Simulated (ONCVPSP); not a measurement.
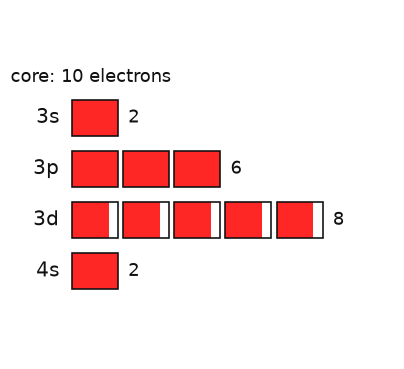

Fig. 1: The valence shells of the reference configuration: a box for each of the 2l + 1 orbitals, shaded by the share of the shell that is filled, with the electron count at the right.

**Pseudopotential generation for Ni**

- system: nickel (Ni, Z = 28), core [Ne], reference valence 3s2 3p6 3d8 4s2, valence charge 18.
- method: ONCV potential, PBE, scalar-relativistic, made with ONCVPSP 4.0.1

## Key numbers

- outcome: generated
- cutoffs needed: 110 Ha and 209 Ha (the cutoffs at which the residual kinetic energy of the hardest occupied pseudo-wave falls to 1 and 0.1 mHa per electron)
- ghost test: no bound ghost flagged; GHOST(+) flagged for s at 248.4 eV
- largest excitation error: -7.3 meV (all-electron minus pseudo) for 3s2 3p6 3d7 4s0, out of 4 test configurations
- range over which the phases arctan(r R′/R) at the test radius agree within 0.05 rad (a looser test near the poles than one of phase shifts): s: over the whole range computed; p: over the whole range computed; d: over the whole range computed; f: not judged, local potential alone
- hardware: 1 CPU thread, shared host
- wall time: 4.6 s

## The input
```
# ATOM AND REFERENCE CONFIGURATION
# atsym  z   nc   nv     iexc    psfile
  Ni 28.00    3    4        4      upf
#
#   n    l    f
    1    0    2.00
    2    0    2.00
    2    1    6.00
    3    0    2.00
    3    1    6.00
    3    2    8.00
    4    0    2.00
#
# PSEUDOPOTENTIAL AND OPTIMIZATION
# lmax
    2
#
#   l,   rc,      ep,       ncon, nbas, qcut
    0    1.35    0.00    5    8    7.30
    1    0.80    0.00    4    7   10.00
    2    0.95    0.00    4    9   17.60
#
# LOCAL POTENTIAL
# lloc, lpopt,  rc(5),   dvloc0
    4    1    0.50    4.00
#
# VANDERBILT-KLEINMAN-BYLANDER PROJECTORs
# l, nproj, debl
    0    2    2.70
    1    2    3.20
    2    2    1.60
#
# MODEL CORE CHARGE
# icmod, fcfact, rcfact
    0    0.00    0.00
#
# LOG DERIVATIVE ANALYSIS
# epsh1, epsh2, depsh
   -6.00    5.00    0.04
#
# OUTPUT GRID
# rlmax, drl
    6.00    0.01
#
# TEST CONFIGURATIONS
# ncnf
    4
# nvcnf
#   n    l    f
    4
    3    0    2.00
    3    1    6.00
    3    2    8.00
    4    0    1.00
#
    4
    3    0    2.00
    3    1    6.00
    3    2    8.00
    4    0    0.00
#
    4
    3    0    2.00
    3    1    6.00
    3    2    7.00
    4    0    0.00
#
    4
    3    0    2.00
    3    1    6.00
    3    2    9.00
    4    0    0.00
#
```

Launched with:
```bash
oncvpsp.x < Ni.dat > Ni.out
```

## The program's output (extracts)
```
ONCVPSP  (Optimized Norm-Conservinng Vanderbilt PSeudopotential)
scalar-relativistic version 4.0.1

#   n    l    f        energy (Ha)
    1    0    2.00    -3.0179302E+02
    2    0    2.00    -3.6081658E+01
    2    1    6.00    -3.1041524E+01
    3    0    2.00    -4.0813551E+00
    3    1    6.00    -2.6234603E+00
    3    2    8.00    -3.2611809E-01
    4    0    2.00    -2.0737762E-01

Reference configufation results
  iterations    31
  all-electron total energy (Ha)   -1.52053716D+03

Begin loop to  construct optimized pseudo wave functions
and semi-local pseudopoentials for all angular momenta

Calculating optimized projector #   1

 for l=   0

    Fraction of norm inside rc  0.968875
    Optimizing pswf for qcut=   7.31 a_B^-1,  ecut=  26.75 Ha
    Residual kinetic energy error=  6.89D-04 Ha

    Energy error per electron        Cutoff
         Ha          eV             Ha
         0.01000     0.27211       11.03
         0.00100     0.02721       24.55
         0.00010     0.00272       80.58
         0.00001     0.00027       96.97

Calculating optimized projector #   2

 for l=   0

    Fraction of norm inside rc  0.052028
    Optimizing pswf for qcut=   7.31 a_B^-1,  ecut=  26.75 Ha
    Residual kinetic energy error=  3.04D-04 Ha

    Energy error per electron        Cutoff
         Ha          eV             Ha
         0.01000     0.27211        8.32
         0.00100     0.02721       19.38
         0.00010     0.00272       45.94
         0.00001     0.00027      102.23

   Wellstate for l =  1  n =  4
     eigenvalue =   0.5765
     asymptotic potential =   1.0765
     half-point radius =  2.3399

Calculating optimized projector #   1

 for l=   1

    Fraction of norm inside rc  0.587153
    Optimizing pswf for qcut=  10.01 a_B^-1,  ecut=  50.14 Ha
    Residual kinetic energy error=  1.37D-03 Ha

    Energy error per electron        Cutoff
         Ha          eV             Ha
         0.01000     0.27211       30.31
         0.00100     0.02721       61.94
         0.00010     0.00272      209.28
         0.00001     0.00027      246.37

Calculating optimized projector #   2

 for l=   1

    Fraction of norm inside rc  0.055496
    Optimizing pswf for qcut=  10.01 a_B^-1,  ecut=  50.14 Ha
    Residual kinetic energy error=  2.01D-04 Ha

    Energy error per electron        Cutoff
         Ha          eV             Ha
         0.01000     0.27211       25.32
         0.00100     0.02721       33.84
         0.00010     0.00272       64.89
         0.00001     0.00027      201.75

   Wellstate for l =  2  n =  4
     eigenvalue =   1.2739
     asymptotic potential =   1.7739
     half-point radius =  2.6131

Calculating optimized projector #   1

 for l=   2

    Fraction of norm inside rc  0.570596
    Optimizing pswf for qcut=  17.58 a_B^-1,  ecut= 154.58 Ha
    Residual kinetic energy error=  6.91D-07 Ha

    Energy error per electron        Cutoff
         Ha          eV             Ha
         0.01000     0.27211       91.09
         0.00100     0.02721      110.41
         0.00010     0.00272      126.17
         0.00001     0.00027      138.76

Calculating optimized projector #   2

 for l=   2

    Fraction of norm inside rc  0.107446
    Optimizing pswf for qcut=  17.58 a_B^-1,  ecut= 154.58 Ha
    Residual kinetic energy error=  1.84D-07 Ha

    Energy error per electron        Cutoff
         Ha          eV             Ha
         0.01000     0.27211       82.13
         0.00100     0.02721      104.61
         0.00010     0.00272      122.59
         0.00001     0.00027      136.77

Construct Vanderbilt / Kleinmman-Bylander projectors

B matrix Hermiticity error, ll=   0
   1   2    4.1110E-04

  Orthonormal projector coefficients  2.3741E+01  3.0355E+00

B matrix Hermiticity error, ll=   1
   1   2    5.0000E-04

  Orthonormal projector coefficients  1.7954E+01  4.2185E+00

B matrix Hermiticity error, ll=   2
   1   2    2.2634E-04

  Orthonormal projector coefficients -9.1935E+00 -2.8879E+00

Pseudoatom total energy -170.016602

Diagnostic tests using Vanderbilt-Kleinman-Bylander pseudopotentials
  1 or more projectors used as specified by nproj input data

   l    rcore       rmatch      e in        delta e   norm test  slope test

   0   1.3515116   1.3925464  -4.0813551   0.0000057   1.0002155   1.0001919
   0   1.3515116   1.3925464  -0.2073776   0.0000041   1.0000354   1.0000278

   1   0.8031477   0.8275330  -2.6234603  -0.0000721   1.0002054   1.0002834
   1   0.8031477   0.8275330   0.5765397   0.0000280   1.0005038   1.0005038

   2   0.9552936   0.9842984  -0.3261181  -0.0000045   1.0001367   1.0001298
   2   0.9552936   0.9842984   1.2738819  -0.0000261   1.0003507   1.0003507

 Testing for bound ghosts
   n   l    E NL Schr. Eq   E Basis Diag.   E Cutoff

   1   0       -4.081349       -4.081325    144.86
   2   0       -0.207373       -0.097951    144.86

   2   1       -2.623532       -2.617568    343.81

   3   2       -0.326123       -0.299823    485.17

 Testing for highly-localized positive-energy ghosts
       l    <radius>/rc     E Basis Diag.   E Cutoff

       0        0.962553        9.129053    144.86  WARNING - GHOST(+)

Test configuration 0

   n   l     f        eae           eps        diff
   1   0  2.0000 -301.79302479
   2   0  2.0000  -36.08165790
   2   1  6.0000  -31.04152425
   3   0  2.0000   -4.08135507   -4.08134932    5.74D-06
   3   1  6.0000   -2.62346029   -2.62353238   -7.21D-05
   3   2  8.0000   -0.32611809   -0.32612260   -4.50D-06
   4   0  2.0000   -0.20737762   -0.20737349    4.13D-06

    Total energies and differences
      AE_ref= -1.52053716D+03  AE_tst= -1.52053716D+03  dif=  0.00D+00
      PS_ref= -1.70016602D+02  PS_tst= -1.70016602D+02  dif= -1.99D-13
      PSP excitation error=  1.99D-13

Test configuration 1

   n   l     f        eae           eps        diff
   1   0  2.0000 -302.12970706
   2   0  2.0000  -36.41105929
   2   1  6.0000  -31.37153017
   3   0  2.0000   -4.41610021   -4.41559025    5.10D-04
   3   1  6.0000   -2.95872329   -2.95865115    7.21D-05
   3   2  8.0000   -0.65871516   -0.65882203   -1.07D-04
   4   0  1.0000   -0.48450941   -0.48444961    5.98D-05

    Total energies and differences
      AE_ref= -1.52053716D+03  AE_tst= -1.52019455D+03  dif=  3.43D-01
      PS_ref= -1.70016602D+02  PS_tst= -1.69673981D+02  dif=  3.43D-01
      PSP excitation error= -9.19D-06

Test configuration 2

   n   l     f        eae           eps        diff
   1   0  2.0000 -302.52322818
   2   0  2.0000  -36.79354193
   2   1  6.0000  -31.75492161
   3   0  2.0000   -4.80484065   -4.80366006    1.18D-03
   3   1  6.0000   -3.34774717   -3.34747432    2.73D-04
   3   2  8.0000   -1.04241554   -1.04268473   -2.69D-04

    Total energies and differences
      AE_ref= -1.52053716D+03  AE_tst= -1.51955692D+03  dif=  9.80D-01
      PS_ref= -1.70016602D+02  PS_tst= -1.69036405D+02  dif=  9.80D-01
      PSP excitation error=  4.55D-05

Test configuration 3

   n   l     f        eae           eps        diff
   1   0  2.0000 -303.27509033
   2   0  2.0000  -37.56643301
   2   1  6.0000  -32.52586860
   3   0  2.0000   -5.53382286   -5.53591923   -2.10D-03
   3   1  6.0000   -4.06840434   -4.06890601   -5.02D-04
   3   2  7.0000   -1.72953876   -1.72961945   -8.07D-05

    Total energies and differences
      AE_ref= -1.52053716D+03  AE_tst= -1.51818005D+03  dif=  2.36D+00
      PS_ref= -1.70016602D+02  PS_tst= -1.67659218D+02  dif=  2.36D+00
      PSP excitation error= -2.69D-04

Test configuration 4

   n   l     f        eae           eps        diff
   1   0  2.0000 -301.91711306
   2   0  2.0000  -36.17463299
   2   1  6.0000  -31.13742588
   3   0  2.0000   -4.20150308   -4.19906811    2.43D-03
   3   1  6.0000   -2.74970518   -2.74879305    9.12D-04
   3   2  9.0000   -0.47638635   -0.47641564   -2.93D-05

    Total energies and differences
      AE_ref= -1.52053716D+03  AE_tst= -1.52030496D+03  dif=  2.32D-01
      PS_ref= -1.70016602D+02  PS_tst= -1.69784635D+02  dif=  2.32D-01
      PSP excitation error=  2.38D-04
```

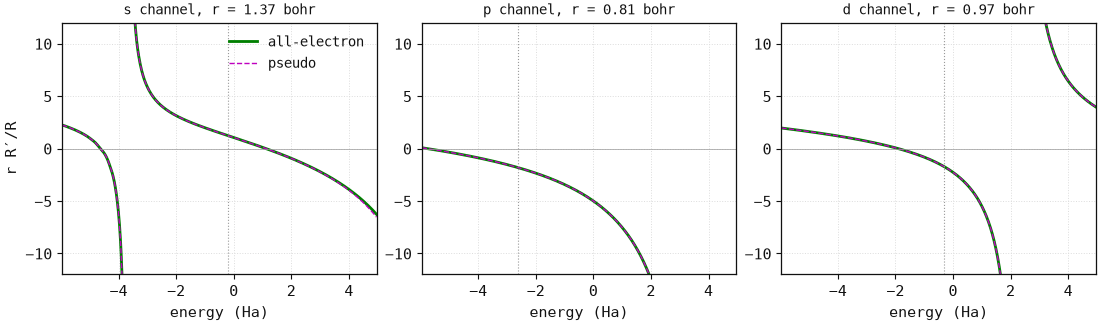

Fig. 2: Logarithmic derivatives r R′/R at the test radius against energy, all-electron atom (solid) and pseudo-atom (dashed). Here R(r) is the radial function. The dotted line marks the reference energy of the channel. Not drawn: f: not judged.

- Poles, where the radial function vanishes at the test radius: s: all-electron at -3.7 Ha, pseudo at -3.7 Ha; p: all-electron at 4.0 Ha, pseudo at 4.0 Ha; d: all-electron at 2.4 Ha, pseudo at 2.4 Ha.
- Ghost states: the plot shows none: pseudo and all-electron curves have the same branches in all channels drawn. The separate test gives: no bound ghost flagged; GHOST(+) flagged for s at 248.4 eV.
- Zeros of the logarithmic derivative: s: all-electron -4.6 and 1.1 Ha, pseudo -4.6 and 1.1 Ha; p: all-electron -5.8 Ha, pseudo -5.8 Ha; d: all-electron -1.9 Ha, pseudo -1.9 Ha.

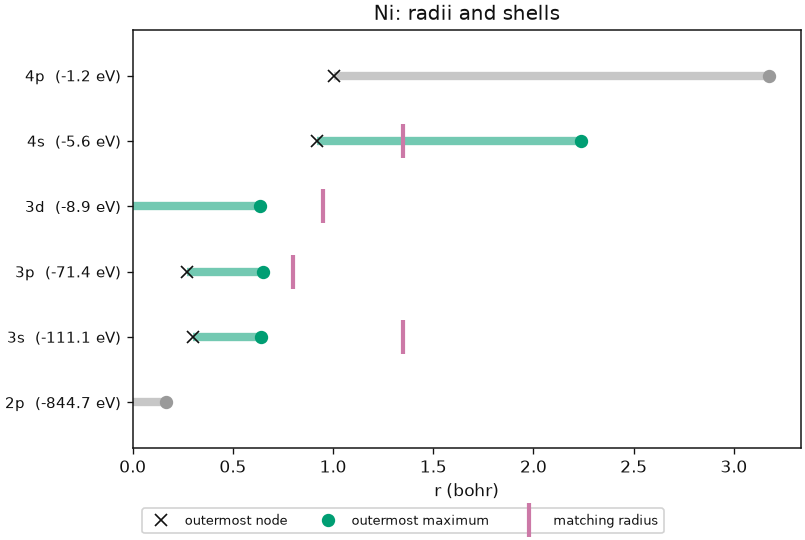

Fig. 3: Outer shells of the all-electron reference atom: each bar runs from the outermost node (or the nucleus) to the outermost maximum of u(r); the tick is the radius chosen for the pseudo-wave. Shells without a tick have no pseudo-wave of their own. Levels, nodes and maxima are from ld1.x, scalar-relativistic.

- Radii against the shells: 3s: 1.35 bohr, outside the maximum; 3p: 0.80 bohr, outside the maximum; 3d: 0.95 bohr, outside the maximum; 4s: 1.35 bohr, between node and maximum.

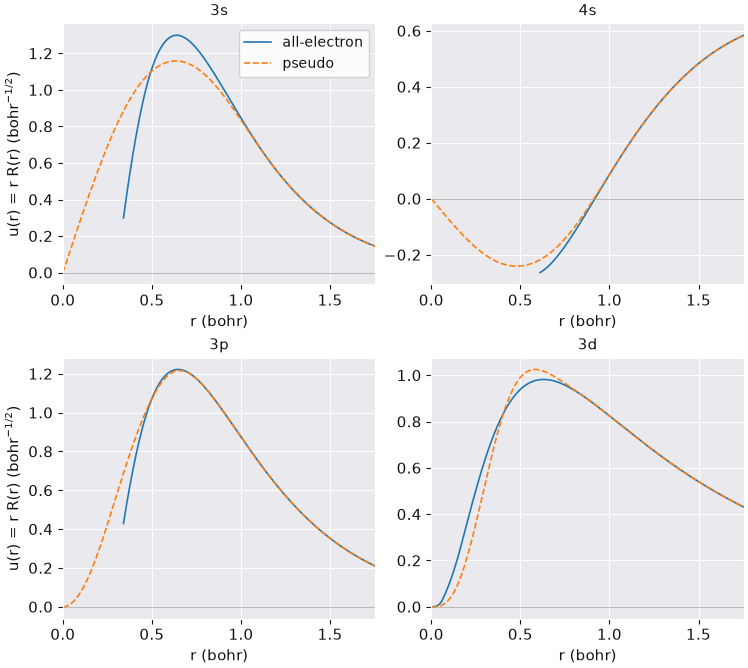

Fig. 4: Pseudo-waves (dashed) against the all-electron radial functions (solid). The innermost oscillations of some all-electron curves aren't drawn. Reference configuration 3s2 3p6 3d8 4s2.

- Matching radii: 3s at 1.35 bohr; 4s at 1.35 bohr; 3p at 0.80 bohr; 3d at 0.95 bohr. The curves merge smoothly, so the plot gives these only roughly.
- Nodes of the pseudo-waves: 3s has no node; 4s has a node at about 0.9 bohr; 3p has no node; 3d has no node. A node in 4s is expected, since a lower shell of the same l is also in the valence and the two must stay orthogonal.
- Cutoffs needed: 110 Ha (loose) and 209 Ha (tight), as the cutoffs at which the residual kinetic energy of the hardest occupied pseudo-wave falls to 1 and 0.1 mHa per electron.
